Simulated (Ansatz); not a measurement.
CH₃FMg (SMILES [CH3][Mg][F])

Input

```
crystal:
  periodic: [false, false, false]
  atoms:
    - {symbol: C, position_ang: [0.532353, -0.446796, 0.374981]}
    - {symbol: Mg, position_ang: [-0.855838, 0.705673, -0.636258]}
    - {symbol: F, position_ang: [-2.036835, 1.686017, -1.496519]}
    - {symbol: H, position_ang: [0.136069, -1.440096, 0.604790]}
    - {symbol: H, position_ang: [1.442759, -0.585766, -0.215222]}
    - {symbol: H, position_ang: [0.823393, 0.016968, 1.321929]}
basis:
  gaussian: {orbitals: def2-TZVPP}
hamiltonian: {xc: pbe0, dispersion: d4}
output: {orbitals: {seedname: orbitals}}
```

Run with:

```sh
ansatz run in.yaml --threads 4 --pin off --events-out ev --progress --plain --max-ram 10444MiB
```

Geometry: PBE0-D4/def2-TZVP.

Level of theory: RKS PBE0-D4/def2-TZVPP in Ansatz 0.2.0.

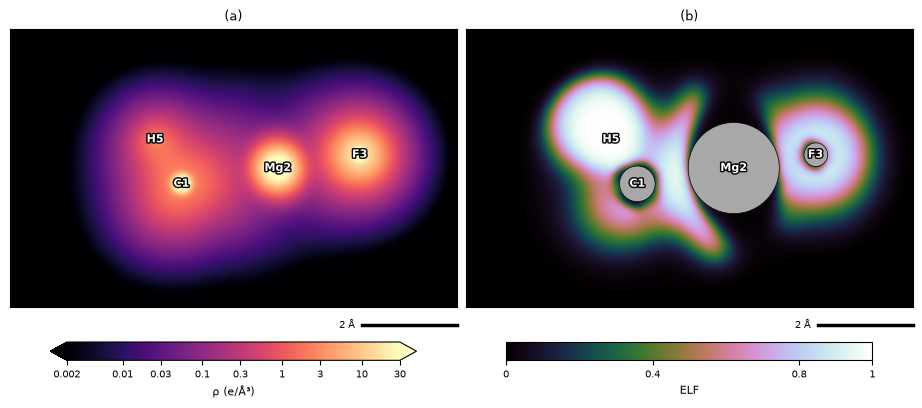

Figure 1. (a) electron density; (b) electron localisation function on the plane of atoms Mg2, C1 and H5. Grey discs cover the atomic cores in the ELF map.

**What do the fields say about this system?**

The plane passes through C, Mg, F and H nuclei. Mg–F (1.76 Å): the density is about 0.63 e/Å³ at the midpoint; the ELF peaks at about 0.85 in the valence shell of F, 0.5 Å from its nucleus, and is about 0.20 at the midpoint: a closed-shell, largely ionic contact. C–Mg (2.07 Å): ρ is about 0.5 e/Å³ halfway; the ELF peaks at about 0.95 in the valence shell of C, 0.8 Å from its nucleus, and is about 0.75 at the midpoint. C–H (1.09 Å): the density is about 1.9 e/Å³ at the midpoint; the ELF climbs to about 1 towards the hydrogen, as it does in any bond to H: a covalent bond by its length.

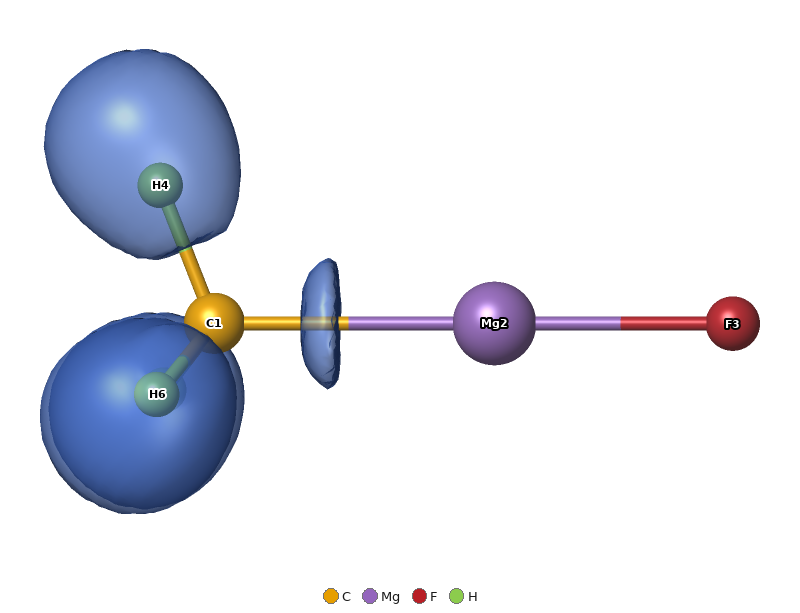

Figure 2. Isosurface of the electron localisation function at 0.9 (blue), seen across its widest extent. Core shells and regions of very low density are left out.

**Identify the bonds, lone pairs and shells in this picture.**

The surface consists of three regions around hydrogen nuclei and one lobe of the valence shell of C pointing towards Mg.

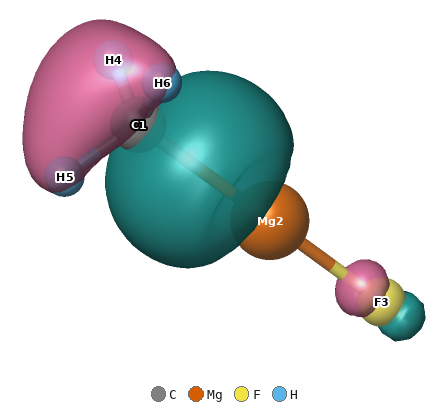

Figure 3. One frontier orbital at ±0.15 Å⁻³ᐟ² (teal and pink are the two phases), seen at an oblique angle.

**Which orbital is it: HOMO or LUMO?**

The HOMO, at −7.57 eV. By Hirshfeld shares it lies mainly on C1 (about 55 %) and Mg2 (about 25 %).
